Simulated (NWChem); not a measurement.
# CH4BFOSi (SMILES O=CB[SiH2]F) at 4 levels

We compute a comparison of 4 runs (HF/def2-SVP, B3LYP/6-31G*, B3LYP/def2-SVP, CCSD(T)/def2-SVP) of CH4BFOSi. 

The results are computed with NWChem 7.3.0.

**1. The molecule**

CH4BFOSi has 9 atoms, charge 0, and is taken as a singlet. SMILES: `O=CB[SiH2]F`. Geometry: relaxed at PBE0-D4/def2-TZVP. This is one conformer, not always the lowest.

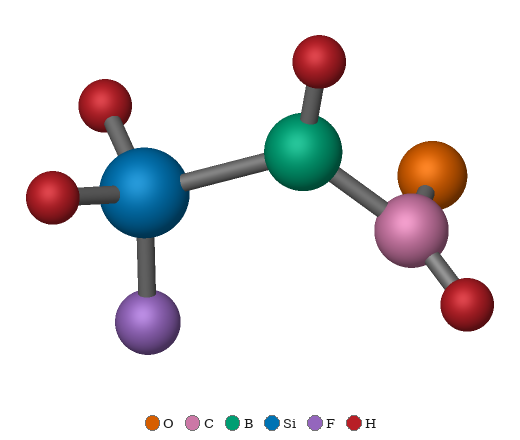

The structure, seen from a chosen angle (oxygen orange, carbon pink, boron teal, silicon blue, fluorine purple, hydrogen red).

**2. Energy and forces at HF/def2-SVP (run 1)**

Input file ch4bfosi.xyz:

```xyz
9
CH4BFOSi gradient
O     -0.789500     0.780400     1.703800
C     -0.128300     1.442100     0.910400
B      0.628100     0.188700     0.495800
Si    -0.077200    -1.007600    -0.945000
F     -1.360800    -0.349200    -1.659700
H     -0.262400     2.525000     0.778500
H      1.608700    -0.084900     1.121700
H      0.964000    -1.202600    -1.991900
H     -0.494200    -2.338100    -0.430900
```

Input file ch4bfosi.nw:

```
START ch4bfosi
TITLE "CH4BFOSi gradient"
memory total 2200 mb

GEOMETRY noautosym nocenter noautoz
load format xyz ch4bfosi.xyz
END

BASIS spherical bse
* library def2-SVP
END

SCF
thresh 1e-08
maxiter 80
END

TASK scf gradient
```

Started as:

```sh
$ nwchem ch4bfosi.nw > ch4bfosi.out
```

The program printed:

```text
[...]
  functions       =    94
[...]
  wavefunction    = RHF
[...]
         Total SCF energy =   -527.831801197969
      One-electron energy =  -1127.055217678414
      Two-electron energy =    399.453822518512
 Nuclear repulsion energy =    199.769593961933
        Time for solution =     24.5s
[...]
                         RHF ENERGY GRADIENTS
    atom               coordinates                        gradient
                 x          y          z           x          y          z
   1 O      -1.491939   1.474742   3.219715   -0.016409  -0.024750   0.022068
   2 C      -0.242452   2.725174   1.720407    0.028719   0.009126  -0.030485
   3 B       1.186937   0.356591   0.936926   -0.010893   0.005849   0.004197
   4 Si     -0.145887  -1.904088  -1.785791   -0.006906   0.013770   0.002269
   5 F      -2.571539  -0.659892  -3.136378    0.006224  -0.004722   0.003267
   6 H      -0.495864   4.771558   1.471152   -0.001080   0.004005  -0.000345
   7 H       3.040002  -0.160438   2.119706   -0.001309   0.000201  -0.000343
   8 H       1.821696  -2.272584  -3.764145    0.002409  -0.000554  -0.001476
   9 H      -0.933903  -4.418368  -0.814283   -0.000755  -0.002925   0.000849
[...]
```

Wall time 34 s (1 thread of Intel Xeon Platinum 8259CL at 2.50GHz (Skylake/Cascade Lake), shared host); peak memory 0.1 GiB.

**3. Energy and gradient at B3LYP/6-31G(d) (spherical functions) (run 2)**

Input file calc.xyz:

```xyz
9
CH4BFOSi B3LYP
O     -0.789500     0.780400     1.703800
C     -0.128300     1.442100     0.910400
B      0.628100     0.188700     0.495800
Si    -0.077200    -1.007600    -0.945000
F     -1.360800    -0.349200    -1.659700
H     -0.262400     2.525000     0.778500
H      1.608700    -0.084900     1.121700
H      0.964000    -1.202600    -1.991900
H     -0.494200    -2.338100    -0.430900
```

Input file calc.nw:

```
start calc
title "CH4BFOSi B3LYP"
memory total 2200 mb
charge 0
geometry units angstroms noautosym nocenter noautoz
  load format xyz calc.xyz
end
basis spherical bse
  O library 6-31G*
  C library 6-31G*
  B library 6-31G*
  Si library 6-31G*
  F library 6-31G*
  H library 6-31G*
end
dft
  xc b3lyp
  grid xfine
  convergence energy 1e-08
  iterations 100
  mulliken
end
task dft gradient
```

Started as:

```sh
$ nwchem calc.nw > calc.out
```

The program printed:

```text
[...]
          Wavefunction type:  closed shell.
          No. of atoms     :     9
          No. of electrons :    46
[...]
          Charge           :     0
          Spin multiplicity:     1
[...]
          AO basis - number of functions:    82
[...]
              XC Information
              --------------
                         B3LYP Method XC Potential
                     Hartree-Fock (Exact) Exchange  0.200
                        Slater Exchange Functional  0.800 local
                    Becke 1988 Exchange Functional  0.720 non-local
              Lee-Yang-Parr Correlation Functional  0.810
                  VWN I RPA Correlation Functional  0.190 local
[...]
 d= 0,ls=0.0,diis     1   -529.7922973279 -7.30D+02  2.12D-02  9.82D-01     5.4
[...]
 d= 0,ls=0.0,diis    11   -529.9176373510 -2.03D-09  4.19D-07  1.73D-09    55.3
         Total DFT energy =     -529.917637351004
      One electron energy =    -1128.117776334185
           Coulomb energy =      449.457036895676
    Exchange-Corr. energy =      -51.026491874428
 Nuclear repulsion energy =      199.769593961933
[...]
      Total Density - Mulliken Population Analysis
     ---------------------------------------------
    Atom       Charge   Shell Charges
 -----------   ------   -------------------------------------------------------
    1 O    8     8.34   2.00  0.94  2.84  0.96  1.58  0.03
    2 C    6     5.82   2.00  0.73  1.95  0.53  0.54  0.08
    3 B    5     5.06   2.00  0.58  1.45  0.46  0.53  0.04
    4 Si  14    13.36   2.00  2.00  5.96  0.97  1.73  0.20  0.28  0.22
    5 F    9     9.41   2.00  0.93  3.32  1.03  2.12  0.01
    6 H    1     0.84   0.53  0.31
    7 H    1     0.99   0.52  0.47
    8 H    1     1.10   0.51  0.59
    9 H    1     1.09   0.51  0.57
[...]
  wavefunction    = closed shell
[...]
```

It took 72 s on 1 thread of Intel Xeon Platinum 8259CL at 2.50GHz (Skylake/Cascade Lake), shared host; peak memory 0.14 GiB.

Run 3 isn't shown in full; the table further down has it.

**4. A single-point energy at CCSD(T)/def2-SVP (run 4)**

Input file ch4bfosi.nw:

```
start ch4bfosi
title "CH4BFOSi"
memory stack 880 mb heap 220 mb global 1100 mb
geometry units angstroms noautosym nocenter noautoz
  O    -0.789500    0.780400    1.703800
  C    -0.128300    1.442100    0.910400
  B     0.628100    0.188700    0.495800
  Si   -0.077200   -1.007600   -0.945000
  F    -1.360800   -0.349200   -1.659700
  H    -0.262400    2.525000    0.778500
  H     1.608700   -0.084900    1.121700
  H     0.964000   -1.202600   -1.991900
  H    -0.494200   -2.338100   -0.430900
end
basis "ao basis" spherical bse
  * library def2-SVP
end
scf
  thresh 1e-08
  maxiter 80
  print medium
end
ccsd
  freeze core 9
  maxiter 60
end
task ccsd(t) energy
```

Started as:

```sh
$ nwchem ch4bfosi.nw > ch4bfosi.out
```

The program printed:

```text
[...]
  functions       =    94
[...]
  wavefunction    = RHF
[...]
         Total SCF energy =   -527.831801197933
      One-electron energy =  -1127.055217678467
      Two-electron energy =    399.453822518601
 Nuclear repulsion energy =    199.769593961932
        Time for solution =     27.0s
[...]
 Total MP2 energy:           -528.506769564428055
[...]
             energy      energy      error      ampl     ampl      Block
                                                time     time      time
[...]
 Total CCSD energy:           -528.546610268221684
[...]
 Total CCSD+T(CCSD) energy:           -528.570614254475345
[...]
 Total CCSD(T) energy:                -528.567494158735599
[...]
```

It took 5.4 min on 1 thread of Intel Xeon Platinum 8259CL at 2.50GHz (Skylake/Cascade Lake), shared host; peak memory 0.32 GiB.

**5. All runs side by side**

```tsv
run	level	iteration cap	module	energy (Eh)	dipole moment (D) of the reference	HOMO energy (eV)	LUMO energy (eV)	wall time
1	HF/def2-SVP	80	scf	-527.831801	2.83	-11.47	2.32	34 s
2	B3LYP/6-31G* (spherical functions)	100	dft	-529.917637	2.17	-7.71	-1.79	72 s
3	B3LYP/def2-SVP	100	dft	-529.666023	2.19	-7.88	-2.01	41 s
4	CCSD(T)/def2-SVP	80	ccsd(t)	-528.567494	–	-11.47	2.32	5.4 min
```

**6. Results**

| quantity | value |
| --- | --- |
| run 4: total energy | -528.56749 Eh |
| run 4: HOMO energy (Hartree–Fock orbitals) | -11.47 eV |
| run 4: LUMO energy (Hartree–Fock orbitals) | 2.32 eV |
| run 4: HOMO–LUMO gap (Hartree–Fock orbitals) | 13.78 eV |
| run 4: correlation energy (9 core orbitals frozen) | -735.7 mEh |
| run 4: (T) correction | -20.88 mEh |

In words: Over runs 1, 2, 3 the dipole moment (its size) runs from 2.17 D (B3LYP/6-31G*) to 2.83 D (HF/def2-SVP). The two ends differ in method and basis. Over runs 1, 2, 3 the HOMO–LUMO gap runs from 5.87 eV (B3LYP/def2-SVP) to 13.78 eV (HF/def2-SVP). Exact exchange widens orbital gaps. All runs together took 7.9 min, the longest 5.4 min.
